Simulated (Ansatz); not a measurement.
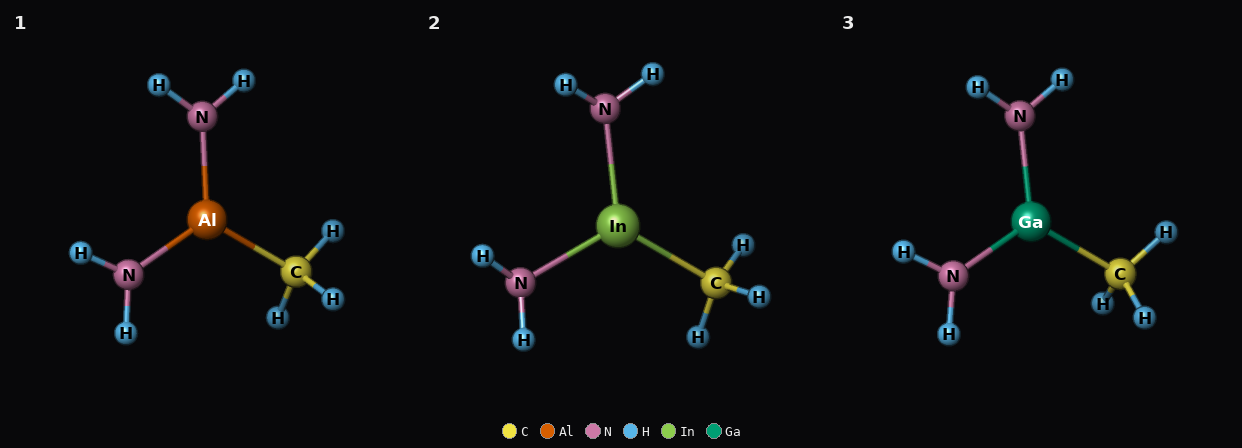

3 molecules with one skeleton, seen from the same side and at one scale. Each species is neutral and a spin singlet. Computed geometries: PBE0-D4/def2-TZVP optimisations, one conformation each. Properties computed with Ansatz 0.2.0. Elements past Kr carry core potentials.

One atom differs, called X below: Al in panel 1, In in panel 2, Ga in panel 3. Their formulas are CH7AlN2 (`[CH3][Al]([NH2])[NH2]`), CH7InN2 (`[CH3][In]([NH2])[NH2]`), CH7GaN2 (`[CH3][Ga]([NH2])[NH2]`).

**Rank them by the HOMO–LUMO gap, lowest first (revPBE-D4/def2-TZVPP).**

2 (In), 3 (Ga), 1 (Al).

**Rank them by the length of X–C, lowest first (PBE0-D4/def2-TZVP).**

1 (Al), 3 (Ga), 2 (In).

Give the values. With PBE0-D4/def2-TZVP: length of X–C (Å), mean length of X–N (Å), angle N–X–N (°). With revPBE-D4/def2-TZVPP: HOMO energy (Kohn–Sham orbital) (eV), HOMO–LUMO gap (eV). With r2SCAN-D4/def2-TZVPP: dipole moment (D).

```
                            quantity  1 (Al)  2 (In)  3 (Ga)
                   length of X–C (Å)   1.949   2.139   1.957
              mean length of X–N (Å)   1.773   2.025   1.823
                     angle N–X–N (°)   118.4   112.3   115.8
HOMO energy (Kohn–Sham orbital) (eV)   −5.28   −5.03   −5.11
                  HOMO–LUMO gap (eV)    4.93    3.98    4.81
                   dipole moment (D)    0.62    1.56    0.19
```
